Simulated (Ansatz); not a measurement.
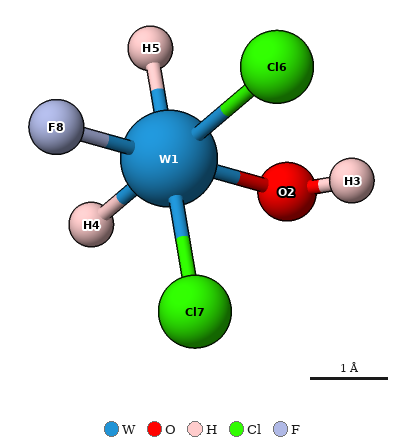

*The structure as given in the input (ball-and-stick view, seen at a tilt; atoms are numbered from 1 in the order of the input). Sticks mark near contacts.*

Bond lengths as drawn: Cl–W 2.39 Å, F–W 1.85 Å, H–O 1.01 Å, H–W 1.72 Å and O–W 1.94 Å.

**WH₃Cl₂OF: geometry relaxation (part 1 of 2)**

- system: WH₃Cl₂OF
- method: RKS B3LYP/def2-SVP (Ansatz 0.2.0)

It belongs to a series of runs on one base structure; here: start relaxed. Figures and captions count atoms from 1; the log counts them from 0 in places.

### Input
```yaml
crystal:
  periodic: [false, false, false]
  atoms:
    - { symbol: W, position_ang: [0.0, 0.0, 0.0] }
    - { symbol: O, position_ang: [0.0, 0.0, 1.94] }
    - { symbol: H, position_ang: [-0.9095, -0.2814, 2.2771] }
    - { symbol: H, position_ang: [1.72, 0.0, 0.0] }
    - { symbol: H, position_ang: [0.0, 1.72, 0.0] }
    - { symbol: Cl, position_ang: [-2.39, 0.0, 0.0] }
    - { symbol: Cl, position_ang: [0.0, -2.39, 0.0] }
    - { symbol: F, position_ang: [0.0, 0.0, -1.85] }
basis:
  gaussian: { orbitals: def2-SVP }
hamiltonian:
  xc: b3lyp
relax:
  f_tol: 0.02
  max_steps: 40
```

Machine: 4 threads of Arm Neoverse V1, 24 GiB of memory available, shared host.

Command:
```bash
ansatz run input.yaml --threads 4 --pin off --max-ram 5120MiB --backend cpu --events-out ev --progress --plain --runs-dir out
```

### The program's output
```
The last accepted step is kept in [file] (removed where the run ends without a failure and the disk answers)
Engine: ansatz 0.2.0, aarch64-unknown-linux-gnu
Functional definition: B3LYP
  parameter a0 = 0.2
  parameter ax = 0.72
  parameter ac = 0.81
  exchange = (1 - a0 - ax)*slater_x + ax*b88_x + a0*exact_x
  correlation = (1 - ac)*vwn_rpa_c + ac*lyp_c
1139 factors; integrals over basis functions are off by at most 2.0e-4 eV
mean field evaluation 1: about -31665.1592 eV, gradient 7.1e1 eV
mean field evaluation 2: about -31465.3821 eV, gradient 2.7e2 eV
mean field evaluation 4: about -31674.1868 eV, gradient 2.7e1 eV
mean field evaluation 8: about -31675.4431 eV, gradient 6.9e-1 eV
mean field evaluation 16: about -31675.5055 eV, gradient 9.3e-4 eV
mean field -31675.50549312 eV, -1164.0533564436 hartree, gradient 6.5e-6 eV, S^2 0.000000; 0 other end points of the search recorded, 0 dependent functions left out
the calculation of the forces begins
reference -31675.50580884 eV, -1164.0533680459 hartree; 34, 34 occupied and 77, 77 virtual orbitals, 1139 factors
relax step   1: F+E_penalty+E_count = -31675.50549312 eV  Δ(F+E_penalty+E_count) = +0.000e0 eV  max|allowed force component| = 2.116e0 eV/Å  Δτ_max = 0.0000 Å  (36 SCF iters, accepted)
these checks for a lower state are left out or cut short: starts, cluster_reference, orbital_swaps, neighbouring_geometries, increment
1139 factors; integrals over basis functions are off by at most 2.3e-4 eV
mean field -31676.34174148 eV, -1164.0840880039 hartree, gradient 2.4e-5 eV, S^2 0.000000; 0 other end points of the search recorded, 0 dependent functions left out
[... from here on the field's lines of each further geometry are left out, up to the last ...]
relax step   2: F+E_penalty+E_count = -31676.34174148 eV  Δ(F+E_penalty+E_count) = -8.362e-1 eV  max|allowed force component| = 1.243e0 eV/Å  Δτ_max = 0.1973 Å  (46 SCF iters, accepted)
relax step   3: F+E_penalty+E_count = -31676.76424924 eV  Δ(F+E_penalty+E_count) = -4.225e-1 eV  max|allowed force component| = 1.874e0 eV/Å  Δτ_max = 0.1933 Å  (41 SCF iters, accepted)
relax step   4: F+E_penalty+E_count = -31677.05232291 eV  Δ(F+E_penalty+E_count) = -2.881e-1 eV  max|allowed force component| = 1.498e0 eV/Å  Δτ_max = 0.1971 Å  (41 SCF iters, accepted)
relax step   5: F+E_penalty+E_count = -31677.21449104 eV  Δ(F+E_penalty+E_count) = -1.622e-1 eV  max|allowed force component| = 2.344e0 eV/Å  Δτ_max = 0.1954 Å  (41 SCF iters, accepted)
relax step   6: F+E_penalty+E_count = -31677.29601025 eV  Δ(F+E_penalty+E_count) = -8.152e-2 eV  max|allowed force component| = 1.786e0 eV/Å  Δτ_max = 0.1399 Å  (35 SCF iters, accepted)
relax step   7: F+E_penalty+E_count = -31677.38923198 eV  Δ(F+E_penalty+E_count) = -9.322e-2 eV  max|allowed force component| = 8.369e-1 eV/Å  Δτ_max = 0.1355 Å  (42 SCF iters, accepted)
relax step   8: F+E_penalty+E_count = -31677.42566504 eV  Δ(F+E_penalty+E_count) = -3.643e-2 eV  max|allowed force component| = 3.205e-1 eV/Å  Δτ_max = 0.0640 Å  (35 SCF iters, accepted)
relax step   9: F+E_penalty+E_count = -31677.42567657 eV  Δ(F+E_penalty+E_count) = -1.153e-5 eV  max|allowed force component| = 5.616e-1 eV/Å  Δτ_max = 0.0474 Å  (35 SCF iters, accepted)
relax step  10: F+E_penalty+E_count = -31677.43833454 eV  Δ(F+E_penalty+E_count) = -1.266e-2 eV  max|allowed force component| = 2.746e-1 eV/Å  Δτ_max = 0.0368 Å  (36 SCF iters, accepted)
relax step  11: F+E_penalty+E_count = -31677.44780474 eV  Δ(F+E_penalty+E_count) = -9.470e-3 eV  max|allowed force component| = 2.710e-1 eV/Å  Δτ_max = 0.0817 Å  (37 SCF iters, accepted)
relax step  12: F+E_penalty+E_count = -31677.44922268 eV  Δ(F+E_penalty+E_count) = -1.418e-3 eV  max|allowed force component| = 5.428e-1 eV/Å  Δτ_max = 0.1022 Å  (35 SCF iters, accepted)
relax step  13: F+E_penalty+E_count = -31677.45440497 eV  Δ(F+E_penalty+E_count) = -5.182e-3 eV  max|allowed force component| = 1.214e-1 eV/Å  Δτ_max = 0.0786 Å  (37 SCF iters, accepted)
relax step  14: F+E_penalty+E_count = -31677.46126776 eV  Δ(F+E_penalty+E_count) = -6.863e-3 eV  max|allowed force component| = 1.117e-1 eV/Å  Δτ_max = 0.0853 Å  (34 SCF iters, accepted)
relax step  15: F+E_penalty+E_count = -31677.46475188 eV  Δ(F+E_penalty+E_count) = -3.484e-3 eV  max|allowed force component| = 6.304e-2 eV/Å  Δτ_max = 0.1067 Å  (34 SCF iters, accepted)
relax step  16: F+E_penalty+E_count = -31677.46491103 eV  Δ(F+E_penalty+E_count) = -1.592e-4 eV  max|allowed force component| = 7.363e-2 eV/Å  Δτ_max = 0.0097 Å  (36 SCF iters, accepted)
relax step  17: F+E_penalty+E_count = -31677.44153410 eV  Δ(F+E_penalty+E_count) = +2.338e-2 eV  max|allowed force component| = 1.610e0 eV/Å  Δτ_max = 0.1618 Å  (34 SCF iters, rejected (line search))
relax step  18: F+E_penalty+E_count = -31677.46640597 eV  Δ(F+E_penalty+E_count) = -1.495e-3 eV  max|allowed force component| = 2.815e-2 eV/Å  Δτ_max = 0.0809 Å  (35 SCF iters, accepted)
relax step  19: F+E_penalty+E_count = -31677.46629054 eV  Δ(F+E_penalty+E_count) = +1.154e-4 eV  max|allowed force component| = 1.260e-1 eV/Å  Δτ_max = 0.0432 Å  (35 SCF iters, rejected (line search))
relax step  20: F+E_penalty+E_count = -31677.46666438 eV  Δ(F+E_penalty+E_count) = -2.584e-4 eV  max|allowed force component| = 3.037e-2 eV/Å  Δτ_max = 0.0210 Å  (34 SCF iters, accepted)
relax step  21: F+E_penalty+E_count = -31677.46681707 eV  Δ(F+E_penalty+E_count) = -1.527e-4 eV  max|allowed force component| = 6.354e-3 eV/Å  Δτ_max = 0.0234 Å  (35 SCF iters, accepted)
relax step  22: F+E_penalty+E_count = -31677.46682416 eV  Δ(F+E_penalty+E_count) = -7.086e-6 eV  max|allowed force component| = 3.745e-2 eV/Å  Δτ_max = 0.0285 Å  (36 SCF iters, accepted)
relax step  23: F+E_penalty+E_count = -31677.46684522 eV  Δ(F+E_penalty+E_count) = -2.106e-5 eV  max|allowed force component| = 2.117e-2 eV/Å  Δτ_max = 0.0030 Å  (28 SCF iters, accepted)
the calculation of the forces begins
reference -31677.46717686 eV, -1164.1254469911 hartree; 34, 34 occupied and 77, 77 virtual orbitals, 1139 factors
relax step  24: F+E_penalty+E_count = -31677.46686502 eV  Δ(F+E_penalty+E_count) = -1.980e-5 eV  max|allowed force component| = 1.104e-3 eV/Å  Δτ_max = 0.0025 Å  (29 SCF iters, accepted)
1139 factors; integrals over basis functions are off by at most 6.3e-4 eV
mean field evaluation 192: about -31675.2330 eV, gradient 3.4e1 eV
```

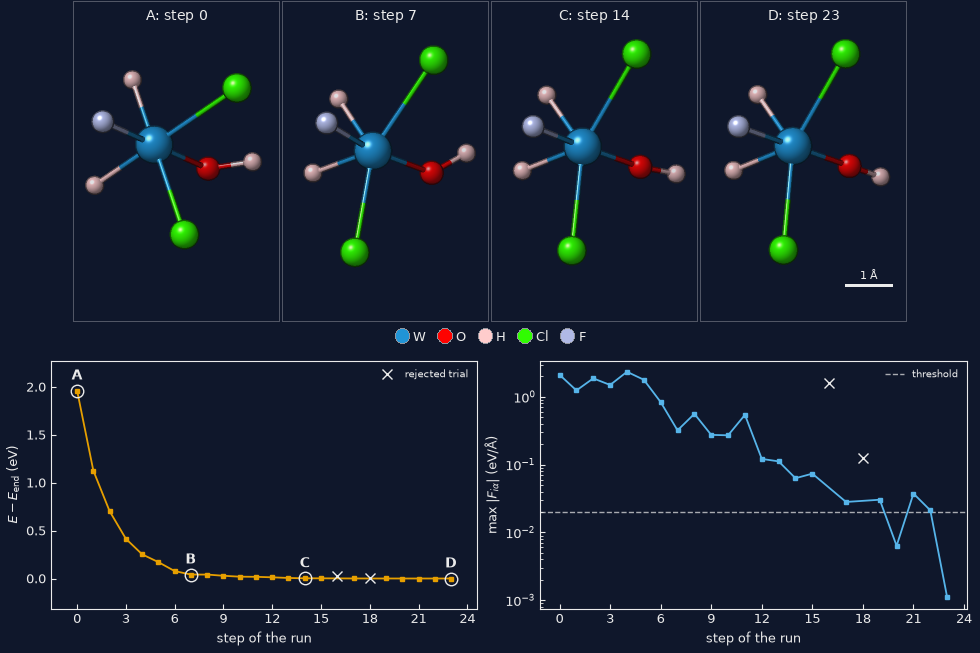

*Frames of the relaxation (ball-and-stick view, seen at a tilt) above the curves, on which the letters mark them (the first geometry is step 0 here and step 1 in the log).*

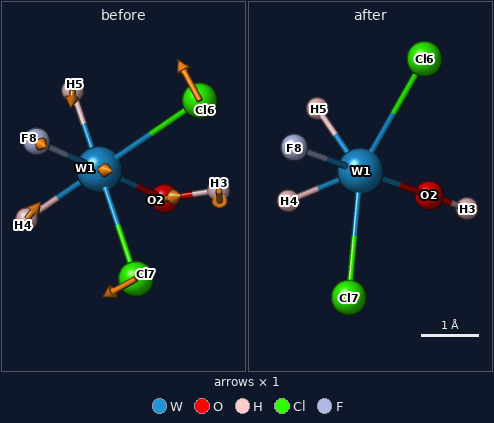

*Before (left) and after (right) the relaxation, at one scale (ball-and-stick view, seen at a tilt). The orange arrows give the displacements, at true length.*

After 23 geometry steps the energy has fallen by 1.961 eV. The largest force component goes from 2.1 to 0.0011 eV/Å. The line search rejected the trial steps at points 16, 18 (counted from 0) and went back. The atom that moves furthest after the best rigid fit is Cl6 (0.87 Å). By element the largest moves are Cl 0.87 Å, H 0.60 Å, O 0.52 Å, W 0.35 Å, F 0.31 Å. Among the contacts that change: W1–O2 1.940 → 1.827 Å, O2–H3 1.010 → 0.963 Å, W1–H4 1.720 → 1.680 Å, W1–Cl6 2.390 → 2.359 Å. Among the angles that change: W1–O2–H3 109.5° → 177.3°, Cl6–W1–Cl7 90.0° → 141.8°, H4–W1–Cl6 180.0° → 139.7°. (Atoms are counted from 1 in the order of the input.)

```
mean field -31677.46686502 eV, -1164.1254355312 hartree, gradient 2.1e-5 eV, S^2 0.000000; 1 other end points of the search recorded, 0 dependent functions left out
the calculation of the forces begins
reference -31677.46717686 eV, -1164.1254469911 hartree; 34, 34 occupied and 77, 77 virtual orbitals, 1139 factors
Total energy: -31677.46717686 eV, -1164.1254469911 hartree
Atom 0 at    -0.277305    -0.217954    -0.021975 Å, force    -0.000601    -0.000082     0.000594 eV/Å
Atom 1 at    -0.437688    -0.255920     1.798072 Å, force     0.000363    -0.000181    -0.001104 eV/Å
Atom 2 at    -0.554861    -0.307872     2.752942 Å, force    -0.000191    -0.000176    -0.000091 eV/Å
Atom 3 at     1.353941     0.175812     0.058419 Å, force    -0.000039     0.000123    -0.000120 eV/Å
Atom 4 at     0.148689     1.407176    -0.022041 Å, force     0.000149    -0.000287    -0.000139 eV/Å
Atom 5 at    -2.373446     0.837307    -0.266190 Å, force     0.000751    -0.000160    -0.000159 eV/Å
Atom 6 at     0.741896    -2.345612    -0.058445 Å, force    -0.000093     0.000722     0.000216 eV/Å
Atom 7 at    -0.180726    -0.244336    -1.873683 Å, force    -0.000339     0.000041     0.000804 eV/Å
Dipole moment:    -0.003475     0.049811     0.813272 e Å
```

### Trajectory as extended XYZ (Å, eV, eV/Å), 24 frames, from step=1 to step=24
```
8
Properties=species:S:1:pos:R:3:forces:R:3 step=1 energy=-31675.50549
W     0.0000    0.0000    0.0000   -1.5854  -2.1164   1.9891
O     0.0000    0.0000    1.9400   -1.7199  -0.2580  -1.7097
H    -0.9095   -0.2814    2.2771    1.5768   0.4839  -0.0267
H     1.7200    0.0000    0.0000    0.2635   0.5841   0.0533
H     0.0000    1.7200    0.0000    0.5624   0.2508  -0.1323
Cl   -2.3900    0.0000    0.0000    0.0926   0.7082   0.0345
Cl    0.0000   -2.3900    0.0000    0.6911   0.1369  -0.1808
F     0.0000    0.0000   -1.8500    0.1191   0.2104  -0.0273
8
Properties=species:S:1:pos:R:3:forces:R:3 step=2 energy=-31676.34174
W    -0.1089   -0.1294    0.0137   -0.0833  -0.1351   0.3131
O    -0.0604   -0.0045    1.8845   -1.2434  -0.5378  -0.1031
H    -0.8953   -0.2757    2.3510    0.9832   0.4154  -0.0265
H     1.6604    0.1404    0.0224   -0.9969   0.3028   0.0754
H     0.1394    1.6435   -0.0317    0.3526  -1.0097  -0.0541
Cl   -2.4676    0.1698    0.0107    0.5483   0.5125  -0.0230
Cl    0.1696   -2.4799   -0.0457    0.5715   0.5240  -0.0918
F    -0.0167   -0.0156   -1.8379   -0.1320  -0.0721  -0.0900
8
Properties=species:S:1:pos:R:3:forces:R:3 step=3 energy=-31676.76425
W    -0.1982   -0.2208    0.0121    1.8741   1.7585  -0.3729
O    -0.1105   -0.0699    1.8595   -1.1228  -0.5067   0.6965
H    -0.9058   -0.2464    2.4178    0.8170   0.3701  -0.0873
H     1.5206    0.2539    0.0438   -0.9674  -0.4583   0.0404
H     0.2692    1.5014   -0.0499   -0.4431  -1.0261  -0.0183
Cl   -2.4290    0.3365    0.0036   -0.5408   0.4850  -0.0115
Cl    0.3570   -2.4470   -0.0768    0.5326  -0.4468  -0.1325
F    -0.0828   -0.0591   -1.8430   -0.1496  -0.1758  -0.1144
8
Properties=species:S:1:pos:R:3:forces:R:3 step=4 energy=-31677.05232
W    -0.2117   -0.2366    0.0146    1.2268   0.7431  -0.1475
O    -0.1496   -0.1390    1.8805    0.8586  -0.3441  -1.4628
H    -0.9010   -0.1715    2.4384   -1.2926   0.1957   1.4978
H     1.4656    0.1849    0.0662   -0.5093  -0.1391   0.0081
H     0.2106    1.4399   -0.0561   -0.1583  -0.5634   0.0189
Cl   -2.4159    0.4942    0.0000   -0.2046   0.2777   0.0366
Cl    0.5456   -2.4261   -0.1301    0.2869  -0.0487  -0.0302
F    -0.1233   -0.0972   -1.8465   -0.2075  -0.1213   0.0790
8
Properties=species:S:1:pos:R:3:forces:R:3 step=5 energy=-31677.21449
W    -0.2098   -0.2605   -0.0020    0.4532  -0.3408   0.0699
O    -0.1864   -0.2485    1.8722   -2.3437   0.2275   0.8609
H    -0.9564   -0.0633    2.5193    1.9233  -0.2546  -1.2352
H     1.4179    0.1496    0.0726    0.0678   0.0776  -0.0346
H     0.1891    1.3684   -0.0643    0.0553   0.0536   0.0837
Cl   -2.3851    0.6325    0.0135    0.0290   0.0897   0.0270
Cl    0.7337   -2.4031   -0.1780    0.0442   0.2373   0.0126
F    -0.1825   -0.1264   -1.8661   -0.2291  -0.0904   0.2157
```
